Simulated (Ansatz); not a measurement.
Electronic density of states of amorphous Si$_{30}$N$_{41}$Gd, density 3.19 g/cm³, on a 2×2×2 Γ-centred mesh with a Gaussian width of 0.1 eV; energies count from the Fermi level, whose place inside the gap is arbitrary. Cell and mesh are small, so fine structure isn't converged. Computed with PBE, scalar-relativistic without spin-orbit coupling (plane waves to 420 eV, PAW; Ansatz, a first-principles code). Sampling: a 2×2×2 Γ-centred mesh; Fermi-Dirac width 0.01 eV; collinear spin, started from moments on atoms; no Hubbard U, moments started parallel, and no other order was tried (at the end a net moment of 7.0 μB). In the spin-polarised cell the level spacing at the Fermi energy can part levels of unlike spin. At PBE the levels at both edges of the gap are localised (band-tail or defect states), and the nearest spread-out levels lie 2.3 eV apart at the zone centre.

It comes from a melt-quench run on a machine-learned potential (CHGNet), relaxed afterwards by DFT. N atoms were pushed apart under 1.9 Å during the dynamics, to hinder bonds among them. The hot cell started wider than the set density and was brought back towards it in steps. It is the lowest in DFT energy of 2 quenches. It is a model cell: composition and starting density were chosen by hand, and all elements were melted together. No dispersion term was used. Its density started from a set value of 3.19 and ended at 3.19 g/cm³. The quench (nominally 450 K/ps over its main leg) was far faster than any real one, so the model tends to hold more defects than a real film. A cell of this size samples the disorder only roughly. The volume was held where the preparation left it, at a PBE pressure of -0.7 GPa (tension). Stress components on the final sampling reach 5.5 GPa.

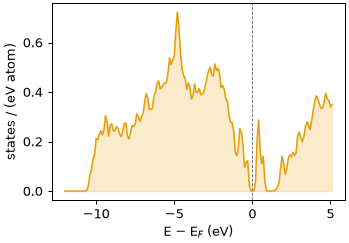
Density of states per atom

The level spacing at the Fermi energy on this mesh is 0.65 eV; the broadening fills part of it in the curve.
